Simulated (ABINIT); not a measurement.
# MgO (Periclase): one start, several treatments of the self-energy

Aim: compare treatments of exchange, screening and correlation for the gap of MgO (Periclase).

Method: PBE and many-body steps on it, plane waves, in ABINIT 10.8.3.

The database entry behind the starting cell differs from later determinations by our own check (about 0.1 % long), so it need not match the best structure at ambient conditions.

## (1) The structure

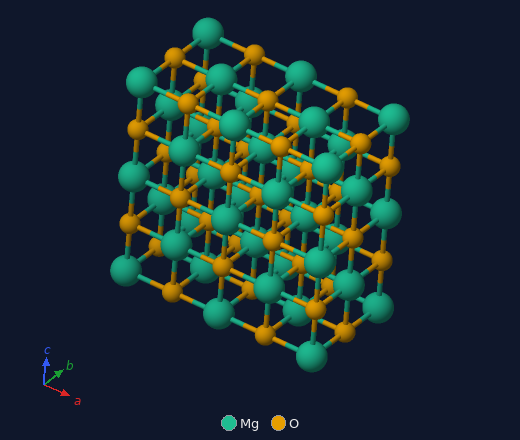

The cell as given, from a free direction (magnesium teal, oxygen orange). 2×1×2 cells are drawn. This picture shows the conventional cell, with its axes. Some periodic images of atoms are drawn too.

The cell and positions come from the Crystallography Open Database and are kept as given unless a step says otherwise.

## (2) Empty states on the mesh, 6×6×6 mesh, 174 bands

This step: ABINIT 10.8.3; DFT, PBE, plane waves, norm-conserving pseudopotentials.

The sums over transitions need many empty states on a uniform mesh; this step solves for them.

File run.abi:

```
acell 3*1.0 Angstrom
rprim 
  -0.000000000000 2.108500000000 2.108500000000
  2.108500000000 0.000000000000 2.108500000000
  2.108500000000 2.108500000000 0.000000000000
ntypat 2
znucl 12 8
natom 2
typat 1 2
xred 
  0.000000000000 0.000000000000 0.000000000000
  0.500000000000 0.500000000000 0.500000000000
pp_dirpath "pseudos"
pseudos "Mg.upf, O.upf"
ecut 38
ngkpt 6 6 6
nshiftk 1
shiftk 0 0 0
kptopt 1
chksymbreak 0
irdden 1
istwfk *1
nband 174
prtvol 0
optdriver 6
gwr_task "HDIAGO"
paral_kgb 0
occopt 1
indata_prefix "in"
outdata_prefix "out"
tmpdata_prefix "tmp"
```

On the command line:

```console
$ OMP_NUM_THREADS=1 mpirun -n 8 abinit run.abi > log
```

Log:

```text
.Version 10.8.3 of ABINIT. v10.8.2 released Aug 2026.

 Symmetries : space group Fm -3 m (#225); Bravais cF (face-center cubic)
[... echo of the input left out ...]
== DATASET  1 ==================================================================
-   mpi_nproc: 8, omp_nthreads: 1 (-1 if OMP is not activated)

--- !DatasetInfo
iteration_state: {dtset: 1, }
dimensions: {natom: 2, nkpt: 16, mband: 174, nsppol: 1, nspinor: 1, nspden: 1, mpw: 1430, }
cutoff_energies: {ecut:  38.0, pawecutdg:  -1.0, }
[...]
Direct band gap semiconductor
 Fundamental gap:     4.733 (eV)
   VBM:     4.693 (eV) at k: [ 0.0000E+00,  0.0000E+00,  0.0000E+00]
   CBM:     9.426 (eV) at k: [ 0.0000E+00,  0.0000E+00,  0.0000E+00]
 Direct gap:         4.733 (eV) at k: [ 0.0000E+00,  0.0000E+00,  0.0000E+00]

== END DATASET(S) ==============================================================
================================================================================

 -outvars: echo values of variables after computation  --------
           etotal      0.0000000000E+00
            nband         174
             nkpt          16
          spgroup         225
 [... the other variables as echoed above ...]

 Calculation completed.
```

Elapsed: 6.7 s, on 8 MPI ranks of Arm Neoverse V2, shared host; peak memory 1.4 GiB.

This step gave:

```yaml
gap: 4.733 eV
k_of_the_valence_top: 0, 0, 0
k_of_the_conduction_bottom: 0, 0, 0
least_direct_gap: 4.733 eV
k_points_computed: 16
lowest_point_of_the_top_converged_band_above_the_valence_top: 221.2354 eV
```

On this mesh the gap is 4.733 eV.

The density comes from a self-consistent run that is not shown.

## (3) Screening, 6×6×6 mesh, 166 bands, screening to 304.8 eV

The RPA dielectric matrix is built and inverted for each q.

This step: RPA screening on PBE, plane waves, norm-conserving pseudopotentials.

run.abi, as its differences from that of step 2:

```diff
@@ -20,10 +20,11 @@
 chksymbreak 0
-irdden 1
 istwfk *1
-nband 174
-prtvol 0
-optdriver 6
-gwr_task "HDIAGO"
-paral_kgb 0
 occopt 1
+irdwfk 1
+optdriver 3
+nband 166
+ecuteps 11.2
+inclvkb 2
+awtr 1
+symchi 1
 indata_prefix "in"
```

Log:

```text
.Version 10.8.3 of ABINIT. v10.8.2 released Aug 2026.

 Symmetries : space group Fm -3 m (#225); Bravais cF (face-center cubic)
[... echo of the input left out ...]
== DATASET  1 ==================================================================
-   mpi_nproc: 8, omp_nthreads: 1 (-1 if OMP is not activated)

--- !DatasetInfo
iteration_state: {dtset: 1, }
dimensions: {natom: 2, nkpt: 16, mband: 166, nsppol: 1, nspinor: 1, nspden: 1, mpw: 1430, }
cutoff_energies: {ecut:  38.0, pawecutdg:  -1.0, }
electrons: {nelect:   1.60000000E+01, charge:   0.00000000E+00, occopt:   1.00000000E+00, tsmear:   1.00000000E-02, }

 SCREENING: Calculation of the susceptibility and dielectric matrices

 Based on a program developped by R.W. Godby, V. Olevano, G. Onida, and L. Reining.
 Incorporated in ABINIT by V. Olevano, G.-M. Rignanese, and M. Torrent.
.Using double precision arithmetic ; gwpc =  8

[... cell and pseudopotentials left out ...]
--------------------------------------------------------------------------------

 ==== K-mesh for the wavefunctions ====
 Number of points in the irreducible wedge :    16
[... list of points left out ...]
 Together with 48 symmetry operations and time-reversal symmetry
 yields   216 points in the full Brillouin Zone.

 ==== Q-mesh for the screening function ====
 Number of points in the irreducible wedge :    16
[... list of points left out ...]
 Together with 48 symmetry operations and time-reversal symmetry
 yields   216 points in the full Brillouin Zone.

 setmesh: FFT mesh size selected  =    24x   24x   24
          total number of points  =        13824

 vcoul_init : cutoff-mode = AUXILIARY_FUNCTION
 q-points for optical limit:   1
     1)      0.000010    0.000020    0.000030

- screening: taking advantage of time-reversal symmetry
- Maximum band index for partially occupied states nbvw = 8
- Remaining bands to be divided among processors   nbcw = 158
- Number of bands treated by each node ~19

 Number of electrons calculated from density =   16.0000; Expected =   16.0000
 average of density, n =  0.126466
 r_s =    1.2359
 omega_plasma =   34.3038 [eV]

 calculating chi0 at frequencies [eV] :
  1    0.000000E+00    0.000000E+00
  2    0.000000E+00    3.430377E+01

--------------------------------------------------------------------------------
  q-point number  1        q = ( 0.000000, 0.000000, 0.000000) [r.l.u.]
--------------------------------------------------------------------------------
[... chi0 elements left out ...]
 For q-point:  0.000010 0.000020 0.000030
  dielectric constant =   3.0343
  dielectric constant without local fields =   3.2587

  Average fulfillment of the sum rule on Im[epsilon] for q-point    1 :     86.09  [%]
[... wings left out ...]
  q-point number  2        q = ( 0.166667, 0.000000, 0.000000) [r.l.u.]
--------------------------------------------------------------------------------
[... chi0 elements left out ...]
  Average fulfillment of the sum rule on Im[epsilon] for q-point    2 :     97.27  [%]

 [... 14 further q-points ...]
```

The job ended after 75 s (8 MPI ranks; peak memory 1.6 GiB; 9.9 min of CPU time).

This step gave:

| Quantity | Value |
| --- | --- |
| ε∞ with local fields, on this mesh, along the program's q direction | 3.034 |
| the same without local fields | 3.259 |
| plasma frequency | 34.30 eV |
| plane waves in the screening matrix | 259 |

Local fields lower ε∞ by 7 %.

## (4) G0W0, Godby-Needs plasmon pole

The self-energy is evaluated for the states that the input lists, and the levels follow from it, in one-shot runs by the linearised quasiparticle equation.

This step: G0W0 on PBE, plane waves, norm-conserving pseudopotentials.

run.abi, as its differences from that of step 3:

```diff
@@ -23,8 +23,15 @@
 irdwfk 1
-optdriver 3
+optdriver 4
 nband 166
+gwcalctyp 0
+ecutsigx 38
+symsigma 1
+nkptgw 1
+kptgw 
+  0.0000000000 0.0000000000 0.0000000000
+bdgw 
+  6 12
 ecuteps 11.2
-inclvkb 2
-awtr 1
-symchi 1
+irdscr 1
+ppmodel 1
 indata_prefix "in"
```

Log:

```text
.Version 10.8.3 of ABINIT. v10.8.2 released Aug 2026.

 Symmetries : space group Fm -3 m (#225); Bravais cF (face-center cubic)
[... echo of the input left out ...]
== DATASET  1 ==================================================================
-   mpi_nproc: 8, omp_nthreads: 1 (-1 if OMP is not activated)

--- !DatasetInfo
iteration_state: {dtset: 1, }
dimensions: {natom: 2, nkpt: 16, mband: 166, nsppol: 1, nspinor: 1, nspden: 1, mpw: 1430, }
cutoff_energies: {ecut:  38.0, pawecutdg:  -1.0, }
electrons: {nelect:   1.60000000E+01, charge:   0.00000000E+00, occopt:   1.00000000E+00, tsmear:   1.00000000E-02, }

 SIGMA: Calculation of the GW corrections

 Based on a program developped by R.W. Godby, V. Olevano, G. Onida, and L. Reining.
 Incorporated in ABINIT by V. Olevano, G.-M. Rignanese, and M. Torrent.
.Using double precision arithmetic ; gwpc =  8

[... cell and pseudopotentials left out ...]
--------------------------------------------------------------------------------

 ==== K-mesh for the wavefunctions ====
 Number of points in the irreducible wedge :    16
[... list of points left out ...]
 Together with 48 symmetry operations and time-reversal symmetry
 yields   216 points in the full Brillouin Zone.

 ==== Q-mesh for screening function ====
 Number of points in the irreducible wedge :    16
[... list of points left out ...]
 Together with 48 symmetry operations and time-reversal symmetry
 yields   216 points in the full Brillouin Zone.

 vcoul_init : cutoff-mode = AUXILIARY_FUNCTION
 q-points for optical limit:   1
     1)      0.000010    0.000020    0.000030
 setmesh: FFT mesh size selected  =    32x   32x   32
          total number of points  =        32768

 Number of electrons calculated from density =   16.0000; Expected =   16.0000
 average of density, n =  0.126466
 r_s =    1.2359
 omega_plasma =   34.3038 [eV]

 === KS Band Gaps ===
  >>>> For spin  1
   Minimum direct gap =   4.7331 [eV], located at k-point      :   0.0000  0.0000  0.0000
   Fundamental gap    =   4.7331 [eV], Top of valence bands at :   0.0000  0.0000  0.0000
                                       Bottom of conduction at :   0.0000  0.0000  0.0000
 SIGMA fundamental parameters:
 PLASMON POLE MODEL  1
 number of plane-waves for SigmaX                 1411
 number of plane-waves for SigmaC and W            259
 number of plane-waves for wavefunctions          1411
 number of bands                                   166
 number of independent spin polarizations            1
 number of spinorial components                      1
 number of k-points in IBZ                          16
 number of q-points in IBZ                          16
 number of symmetry operations                      48
 number of k-points in BZ                          216
 number of q-points in BZ                          216
 number of frequencies for dSigma/dE                 9
 frequency step for dSigma/dE [eV]                0.25
 number of omega for Sigma on real axis              0
 max omega for Sigma on real axis  [eV]           0.00
 zcut for avoiding poles [eV]                     0.10

 EPSILON^-1 parameters (SCR file):
 dimension of the eps^-1 matrix on file            259
 dimension of the eps^-1 matrix used               259
 number of plane-waves for wavefunctions          1411
 number of bands                                   166
 number of q-points in IBZ                          16
 number of frequencies                               2
 number of real frequencies                          1
 number of imag frequencies                          1

 matrix elements of self-energy operator (all in [eV])

 Perturbative Calculation

--- !SelfEnergy_ee
iteration_state: {dtset: 1, }
kpoint     : [   0.000,    0.000,    0.000, ]
spin       : 1
KS_gap     :    4.733
QP_gap     :    7.073
Delta_QP_KS:    2.340
data: !SigmaeeData |
     Band     E0 <VxcDFT>   SigX SigC(E0)      Z dSigC/dE  Sig(E)    E-E0       E
        6   4.693 -20.107 -25.567   3.571   0.805  -0.242 -21.628  -1.521   3.172
        7   4.693 -20.107 -25.567   3.571   0.805  -0.242 -21.628  -1.521   3.172
        8   4.693 -20.107 -25.567   3.571   0.805  -0.242 -21.628  -1.521   3.172
        9   9.426 -13.453  -8.885  -3.608   0.854  -0.172 -12.633   0.820  10.246
       10  20.632  -9.568  -3.679  -4.671   0.862  -0.160  -8.518   1.051  21.683
       11  20.632  -9.568  -3.679  -4.671   0.862  -0.160  -8.518   1.051  21.683
       12  20.632  -9.568  -3.679  -4.671   0.862  -0.160  -8.518   1.051  21.683

== END DATASET(S) ==============================================================
================================================================================

 -outvars: echo values of variables after computation  --------
           etotal      0.0000000000E+00
            nband         166
             nkpt          16
          spgroup         225
 [... the other variables as echoed above ...]

 Calculation completed.
```

Run time: 8 s. Hardware: 8 MPI ranks; peak memory 1.6 GiB.

This step gave:

```yaml
g0w0_gap_on_the_points_computed: 7.074 eV
starting_gap_on_the_mesh: 4.733 eV
k_of_the_valence_top: 0, 0, 0
k_of_the_conduction_bottom: 0, 0, 0
z_at_the_valence_top: 0.805
z_at_the_conduction_bottom: 0.854
least_direct_g0w0_gap_on_the_computed_points: 7.074 eV
```

The gap on the mesh goes from 4.73 eV to 7.07 eV, a correction of +2.34 eV.

## (5) G0W0, Hybertsen-Louie plasmon pole

run.abi, as its differences from that of step 4:

```diff
@@ -35,3 +35,3 @@
 irdscr 1
-ppmodel 1
+ppmodel 2
 indata_prefix "in"
```

Log:

```text
.Version 10.8.3 of ABINIT. v10.8.2 released Aug 2026.

 Symmetries : space group Fm -3 m (#225); Bravais cF (face-center cubic)
[... echo of the input left out ...]
== DATASET  1 ==================================================================
-   mpi_nproc: 8, omp_nthreads: 1 (-1 if OMP is not activated)

--- !DatasetInfo
iteration_state: {dtset: 1, }
dimensions: {natom: 2, nkpt: 16, mband: 166, nsppol: 1, nspinor: 1, nspden: 1, mpw: 1430, }
cutoff_energies: {ecut:  38.0, pawecutdg:  -1.0, }
electrons: {nelect:   1.60000000E+01, charge:   0.00000000E+00, occopt:   1.00000000E+00, tsmear:   1.00000000E-02, }

 SIGMA: Calculation of the GW corrections

 Based on a program developped by R.W. Godby, V. Olevano, G. Onida, and L. Reining.
 Incorporated in ABINIT by V. Olevano, G.-M. Rignanese, and M. Torrent.
.Using double precision arithmetic ; gwpc =  8

[... cell and pseudopotentials left out ...]
--------------------------------------------------------------------------------

 ==== K-mesh for the wavefunctions ====
 Number of points in the irreducible wedge :    16
[... list of points left out ...]
 Together with 48 symmetry operations and time-reversal symmetry
 yields   216 points in the full Brillouin Zone.

 ==== Q-mesh for screening function ====
 Number of points in the irreducible wedge :    16
[... list of points left out ...]
 Together with 48 symmetry operations and time-reversal symmetry
 yields   216 points in the full Brillouin Zone.

 vcoul_init : cutoff-mode = AUXILIARY_FUNCTION
 q-points for optical limit:   1
     1)      0.000010    0.000020    0.000030
 setmesh: FFT mesh size selected  =    32x   32x   32
          total number of points  =        32768

 Number of electrons calculated from density =   16.0000; Expected =   16.0000
[...]
number of q-points in BZ                          216
 number of frequencies for dSigma/dE                 9
 frequency step for dSigma/dE [eV]                0.25
 number of omega for Sigma on real axis              0
 max omega for Sigma on real axis  [eV]           0.00
 zcut for avoiding poles [eV]                     0.10

 EPSILON^-1 parameters (SCR file):
 dimension of the eps^-1 matrix on file            259
 dimension of the eps^-1 matrix used               259
 number of plane-waves for wavefunctions          1411
 number of bands                                   166
 number of q-points in IBZ                          16
 number of frequencies                               2
 number of real frequencies                          1
 number of imag frequencies                          1

 matrix elements of self-energy operator (all in [eV])

 Perturbative Calculation

--- !SelfEnergy_ee
iteration_state: {dtset: 1, }
kpoint     : [   0.000,    0.000,    0.000, ]
spin       : 1
KS_gap     :    4.733
QP_gap     :    7.508
Delta_QP_KS:    2.775
data: !SigmaeeData |
     Band     E0 <VxcDFT>   SigX SigC(E0)      Z dSigC/dE  Sig(E)    E-E0       E
        6   4.693 -20.107 -25.567   2.694   0.884  -0.131 -22.552  -2.445   2.248
        7   4.693 -20.107 -25.567   2.694   0.884  -0.131 -22.552  -2.445   2.248
        8   4.693 -20.107 -25.567   2.694   0.884  -0.131 -22.552  -2.445   2.248
        9   9.426 -13.453  -8.885  -4.201   0.899  -0.113 -13.123   0.330   9.756
       10  20.632  -9.568  -3.679  -5.090   0.904  -0.106  -8.845   0.723  21.355
       11  20.632  -9.568  -3.679  -5.090   0.904  -0.106  -8.845   0.723  21.355
       12  20.632  -9.568  -3.679  -5.090   0.904  -0.106  -8.845   0.723  21.355

== END DATASET(S) ==============================================================
================================================================================

 -outvars: echo values of variables after computation  --------
           etotal      0.0000000000E+00
            nband         166
             nkpt          16
          spgroup         225
 [... the other variables as echoed above ...]

 Calculation completed.
```

Wall time 7.7 s (8 MPI ranks); peak memory 1.5 GiB.

Numbers from this step:

```
G0W0 gap on the points computed              : 7.508 eV
starting gap on the mesh                     : 4.733 eV
k of the valence top                         : 0, 0, 0
k of the conduction bottom                   : 0, 0, 0
Z at the valence top                         : 0.884
Z at the conduction bottom                   : 0.899
least direct G0W0 gap on the computed points : 7.508 eV
```

Against G0W0 in ABINIT (6×6×6 mesh, 166 bands, screening to 304.8 eV, Godby-Needs plasmon pole), the gap moves by +0.434 eV.

## (6) G0W0, von der Linden-Horsch plasmon pole

run.abi, as its differences from that of step 5:

```diff
@@ -35,3 +35,3 @@
 irdscr 1
-ppmodel 2
+ppmodel 3
 indata_prefix "in"
```

Log:

```text
.Version 10.8.3 of ABINIT. v10.8.2 released Aug 2026.

 Symmetries : space group Fm -3 m (#225); Bravais cF (face-center cubic)
[... echo of the input left out ...]
== DATASET  1 ==================================================================
-   mpi_nproc: 8, omp_nthreads: 1 (-1 if OMP is not activated)

--- !DatasetInfo
iteration_state: {dtset: 1, }
dimensions: {natom: 2, nkpt: 16, mband: 166, nsppol: 1, nspinor: 1, nspden: 1, mpw: 1430, }
cutoff_energies: {ecut:  38.0, pawecutdg:  -1.0, }
[...]
10  20.632  -9.568  -3.679  -5.157   0.921  -0.086  -8.894   0.674  21.306
       11  20.632  -9.568  -3.679  -5.157   0.921  -0.086  -8.894   0.674  21.306
       12  20.632  -9.568  -3.679  -5.157   0.921  -0.086  -8.894   0.674  21.306

== END DATASET(S) ==============================================================
================================================================================

 -outvars: echo values of variables after computation  --------
           etotal      0.0000000000E+00
            nband         166
             nkpt          16
          spgroup         225
 [... the other variables as echoed above ...]

 Calculation completed.
```

Elapsed: 4.9 s, on 8 MPI ranks; peak memory 1 GiB; 39 s of CPU time.

This step gave:

* G0W0 gap on the points computed: 7.334 eV
* starting gap on the mesh: 4.733 eV
* k of the valence top: 0, 0, 0
* k of the conduction bottom: 0, 0, 0
* least direct G0W0 gap on the computed points: 7.334 eV

Against G0W0 in ABINIT (6×6×6 mesh, 166 bands, screening to 304.8 eV, Godby-Needs plasmon pole), the gap moves by +0.260 eV.

## (7) G0W0, Engel-Farid plasmon pole

run.abi, as its differences from that of step 6:

```diff
@@ -35,3 +35,3 @@
 irdscr 1
-ppmodel 3
+ppmodel 4
 indata_prefix "in"
```

Log:

```text
.Version 10.8.3 of ABINIT. v10.8.2 released Aug 2026.

 Symmetries : space group Fm -3 m (#225); Bravais cF (face-center cubic)
[... echo of the input left out ...]
== DATASET  1 ==================================================================
-   mpi_nproc: 8, omp_nthreads: 1 (-1 if OMP is not activated)

--- !DatasetInfo
iteration_state: {dtset: 1, }
dimensions: {natom: 2, nkpt: 16, mband: 166, nsppol: 1, nspinor: 1, nspden: 1, mpw: 1430, }
cutoff_energies: {ecut:  38.0, pawecutdg:  -1.0, }
[...]
10  20.632  -9.568  -3.679  -4.817   0.875  -0.143  -8.630   0.939  21.571
       11  20.632  -9.568  -3.679  -4.817   0.875  -0.143  -8.630   0.939  21.571
       12  20.632  -9.568  -3.679  -4.817   0.875  -0.143  -8.630   0.939  21.571

== END DATASET(S) ==============================================================
================================================================================

 -outvars: echo values of variables after computation  --------
           etotal      0.0000000000E+00
            nband         166
             nkpt          16
          spgroup         225
 [... the other variables as echoed above ...]

 Calculation completed.
```

Wall time 5 s (8 MPI ranks); peak memory 1.2 GiB.

This step gave:

```yaml
g0w0_gap_on_the_points_computed: 7.219 eV
starting_gap_on_the_mesh: 4.733 eV
k_of_the_valence_top: 0, 0, 0
k_of_the_conduction_bottom: 0, 0, 0
least_direct_g0w0_gap_on_the_computed_points: 7.219 eV
```

Against G0W0 in ABINIT (6×6×6 mesh, 166 bands, screening to 304.8 eV, Godby-Needs plasmon pole), the gap moves by +0.145 eV.

(Part 1 of 2 ends here.)

[Paths, hosts, dates, memory and timing lines, banners, echoed tables and standing remarks are left out of the program output.]

[Logs are printed without paths, hosts, clocks, repeated set-up lines and the standing remarks that a program may print on its own settings, such as how far it seeks lower states.]

[Runs of the session that timed out or met a known fault of the program may be left out.]

[Hosts, paths, dates, database ids (printed as entryN), source tags and the programs' standing remarks are cut or masked in the printed files.]

[G0W0 gaps are taken among the corrected bands and points alone; a level outside them can change the order at an edge.]

[Where Ansatz stands beside ABINIT at settings called matched, ABINIT's density can come from a denser mesh and the files from another edition; pairs whose starting gaps differed by over 0.03 eV were left out, so agreement reads better than it is.]
